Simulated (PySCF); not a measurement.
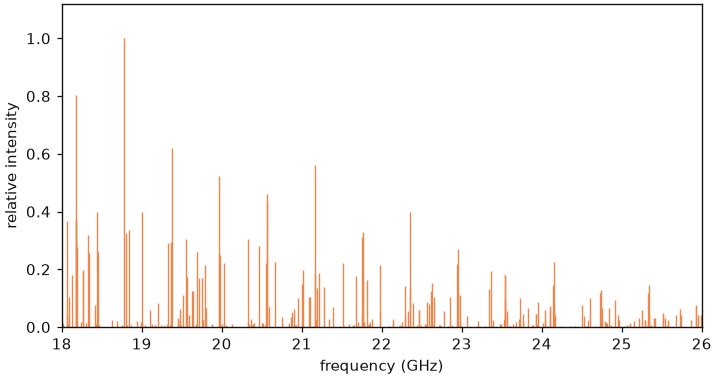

Simulated rotational absorption lines between 18 and 26 GHz at 2 K: rigid rotor with the equilibrium constants and dipole of one optimised conformer (PBE0-D3(BJ)/def2-SVP, PySCF 2.14.0), commonest isotopes; no centrifugal distortion, hyperfine structure, internal rotation or nuclear-spin weights; lines within 1 MHz of each other are summed.

Which molecule gives this spectrum?
A. C₅H₁₃BN₂Si₂, SMILES [SiH3]N([SiH3])[BH2-][n+]1ccccc1
B. Si₄H₁₀O₄, SMILES O[SiH2]O[SiH](O[SiH3])O[SiH3]
C. C₅H₁₄OP₂, SMILES CC(C)(C)[P@](C)(=O)P

Option B. Rotational constants A, B, C = 1.089, 0.7723, 0.5964 GHz, |μa|, |μb|, |μc| = 0.95, 0.17, 0.11 D.

Known limits of this run: coarse grid, loose stop and no frequency check, small forces are noise and the end may be a saddle.
